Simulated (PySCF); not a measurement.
```yaml
atoms:
  - { symbol: Ta, position_ang: [0.0000, 0.0000, 0.0000] }
  - { symbol: F, position_ang: [1.7686, 0.0000, -0.6226] }
  - { symbol: F, position_ang: [0.0000, 1.7686, 0.6226] }
  - { symbol: F, position_ang: [-1.7686, 0.0000, -0.6226] }
  - { symbol: F, position_ang: [0.0000, -1.7686, 0.6226] }
```

Core potentials replace the inner electrons of Ta.

The calculation used UKS r2SCAN, Ta def2-SVP with ECP60, F def2-SVP; non-relativistic Hamiltonian with scalar-relativistic core potentials where named; density fitting (PySCF 2.14.0).

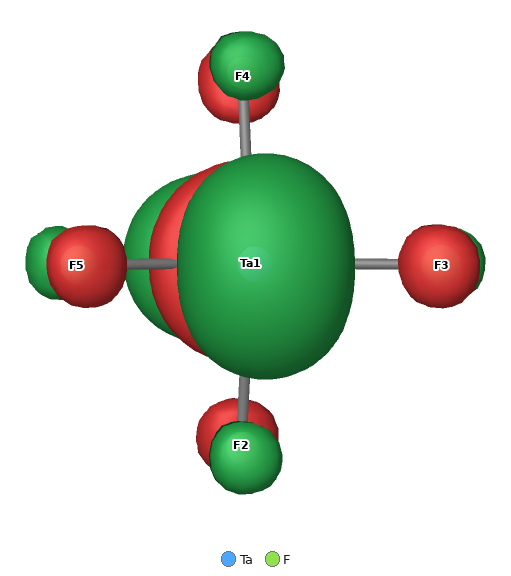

F4Ta (Ta(F)4) (doublet). The HOMO (α) at ±0.15 Å⁻³ᐟ² (green and red are the two phases), seen across its widest extent.

Q: Describe this orbital and give its energy.

A: By Hirshfeld shares it lies mainly on Ta1 (about 80 %). Its energy is −5.82 eV.
